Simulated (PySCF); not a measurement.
## Geometry relaxation, with input and output: BHBr₃ (charge −1)

- system: BHBr₃, charge −1, SMILES Br[BH-](Br)Br
- method: PBE0-D3(BJ)/ma-def2-SVP geometry optimisation, gas phase (PySCF 2.14.0)

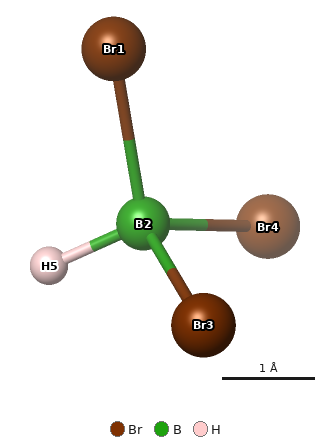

Fig. 1: The structure as given in the input (ball-and-stick view, seen at a tilt; atoms are numbered from 1 in the order of the input). Bond lengths as drawn: B–Br 2.02 Å and B–H 1.19 Å.

Input
```
{"job": {"xc": "PBE0", "basis": "ma-def2-SVP", "d3": "d3bj", "grid": 1, "kind": "geom"}, "charge": -1, "multiplicity": 1}
Br     1.923891    -0.278156    -0.007194
B     -0.002764    -0.152262    -0.602592
Br    -0.614025     1.772220    -0.556614
Br    -1.171418    -1.275883     0.603275
H     -0.091082    -0.562349    -1.720804
```

The first line tells a small driver script what to run in PySCF; the rest is the geometry in Å.

Run on 1 CPU thread, shared host.

Command:
```bash
OMP_NUM_THREADS=1 python <driver script> task.json out
```

Output
```
step   0  E = -7746.25383058  max force = 0.006309
step   1  E = -7746.25425318  max force = 0.000687
step   2  E = -7746.25425872  max force = 0.000209
optimisation converged
```

Trajectory as extended XYZ (Å, eV, eV/Å), 3 frames, from step=0 to step=2
```
5
Properties=species:S:1:pos:R:3:forces:R:3 step=0 energy=-210786.30319
Br    1.9239   -0.2782   -0.0072    0.3046  -0.0228   0.0722
B    -0.0028   -0.1523   -0.6026    0.0096   0.0344   0.1218
Br   -0.6140    1.7722   -0.5566   -0.1055   0.2954  -0.0234
Br   -1.1714   -1.2759    0.6033   -0.1813  -0.1875   0.1539
H    -0.0911   -0.5624   -1.7208   -0.0274  -0.1196  -0.3244
5
Properties=species:S:1:pos:R:3:forces:R:3 step=1 energy=-210786.31469
Br    1.9451   -0.2470    0.0147   -0.0342   0.0115   0.0049
B     0.0000   -0.1521   -0.5990    0.0008   0.0048   0.0027
Br   -0.6535    1.7821   -0.5695    0.0089  -0.0353   0.0105
Br   -1.1748   -1.3109    0.6015    0.0210   0.0233  -0.0085
H    -0.0721   -0.5687   -1.7301    0.0034  -0.0042  -0.0095
5
Properties=species:S:1:pos:R:3:forces:R:3 step=2 energy=-210786.31484
Br    1.9402   -0.2204    0.0324   -0.0097   0.0051   0.0023
B     0.0019   -0.1531   -0.6007   -0.0012  -0.0041  -0.0102
Br   -0.6749    1.7710   -0.5784    0.0000  -0.0080   0.0002
Br   -1.1668   -1.3198    0.5959    0.0052   0.0040  -0.0030
H    -0.0558   -0.5743   -1.7319    0.0057   0.0029   0.0107
```

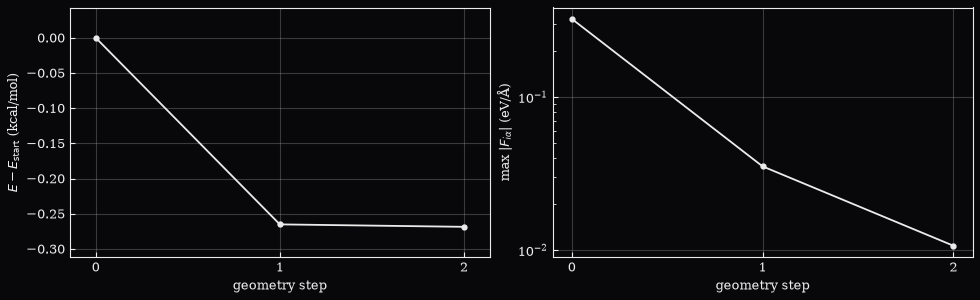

Fig. 2: Progress of the relaxation, step by step (steps are counted from 0).

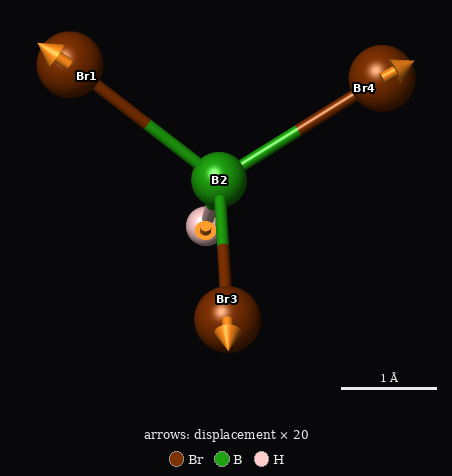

Fig. 3: The starting structure with the displacements as orange arrows, magnified 20 times (ball-and-stick view, seen at a tilt). The two geometries are laid on each other by the best rigid fit. Br1 moves most after the best rigid fit: 0.021 Å. By element the largest moves are Br 0.021 Å, H 0.013 Å, B 0.002 Å. Among the contacts that change: B2–Br3 2.020 → 2.040 Å, B2–H5 1.194 → 1.208 Å. Over 2 geometry steps the energy falls by 0.27 kcal/mol. Largest force component: 0.32 eV/Å at the start, 0.011 eV/Å at the end. (Atoms are counted from 1 in the order of the input.)

Key numbers

- outcome: converged
- total energy: −7746.254259 hartree
- point group: C3v
- wall time: 26 s
- peak memory: 0.54 GiB
